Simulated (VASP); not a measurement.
Band structure of KBr (rock salt). Computed with revPBE GGA, VASP's PBE PAW potentials (set 64) (plane waves; VASP).

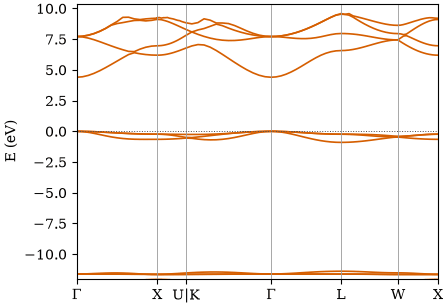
Fig. 1. Bands along high-symmetry lines, zero at the valence-band maximum or, without a gap, the Fermi level

### Question
Read the plot: is there a gap, and where are the band edges?

### Answer
The gap is direct, 4.40 eV, from the valence maximum at Γ to the conduction minimum at Γ. (Edges off the drawn lines would not show.)

Measured: gap 7.40 eV (computed value off by -3.00 eV), as given by Aguado et al., (1998), arXiv:cond-mat/9809176.

The compound is KBr in the rock salt structure. It was relaxed first, which changed the volume by +14 %.
